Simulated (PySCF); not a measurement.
C5H5N2 (doublet)

```xyz
12

C    -0.3733    1.5013   -0.2630
C    -0.2494    0.1060   -0.6095
C    -1.1917   -0.9149    0.0680
N    -0.0763   -1.3947    0.8897
C     0.7633   -0.5899    0.3470
C     2.1207   -0.3465    0.5501
N     3.2425   -0.1100    0.6349
H    -0.9537    1.7987    0.5902
H     0.3179    2.2122   -0.6759
H    -0.0156   -0.0811   -1.6592
H    -1.9868   -0.4842    0.6742
H    -1.5964   -1.6976   -0.5725
```

Geometry: GFN2-xTB.

The calculation used PySCF 2.14.0, density-fitted response routines, UKS B3LYP, pcH-1 on C H N, non-relativistic, mean-field spin-orbit, GIAO.

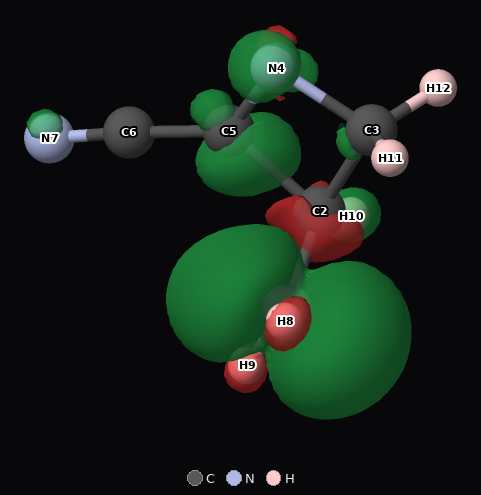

Figure 1. Isosurfaces of the spin density (α minus β) at +0.02 (green) and −0.02 e/Å³ (red), seen at a tilt.

> Where is the unpaired spin?

The unpaired spin (1 electron) lies mostly on C1 (about 0.7), in electrons by Hirshfeld's partition.

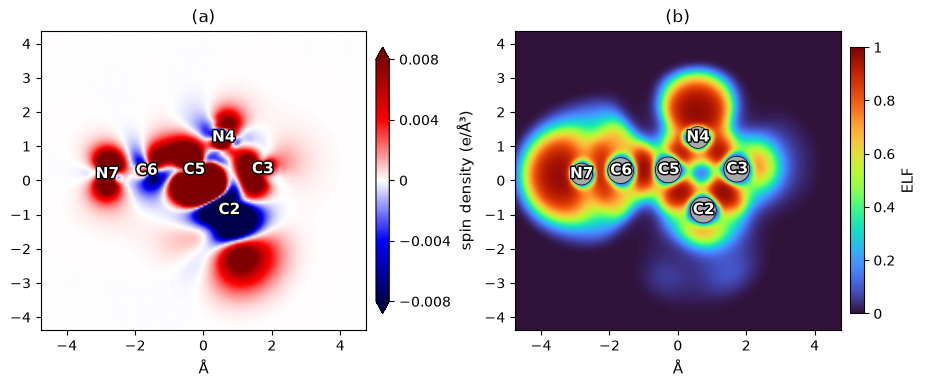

Figure 2. (a) spin density (α minus β); (b) electron localisation function on the plane of atoms C3, C2 and C5. Grey discs cover the atomic cores in the ELF map.

> What do the fields say about this system?

The plane passes through C and N nuclei.
C–N (1.15 Å): the ELF peaks at about 0.85 between the atoms; a short, multiple covalent bond.
C–C (1.39 Å): the ELF peaks at about 0.95 between the atoms: localised, covalent bonding.
C–N (1.28 Å): the ELF peaks at about 0.90 between the atoms: localised, covalent bonding.
C–C (1.55 Å): the ELF peaks at about 0.95 between the atoms (a shared electron pair).
The ELF also peaks beside N7 and N4, away from the bonds: non-bonding electrons, paired or unpaired.

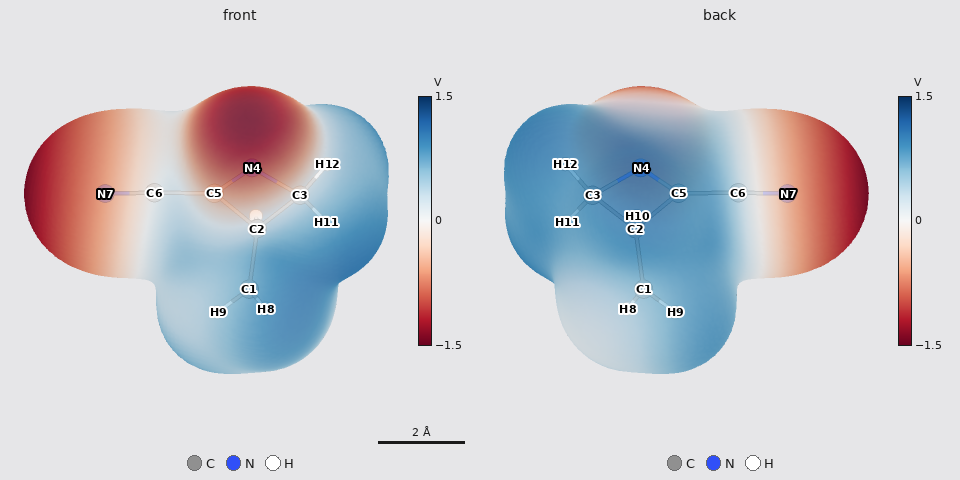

Figure 3. The molecular electrostatic potential painted on the density surface at 0.001 e/bohr³, seen from the front and from behind; red is negative and blue positive.

> Describe the electrostatic potential map.

The most negative region (about −1.4 V) lies over N4 and N7, the most positive (about +1.1 V) over H8, H10, H11 and H12.
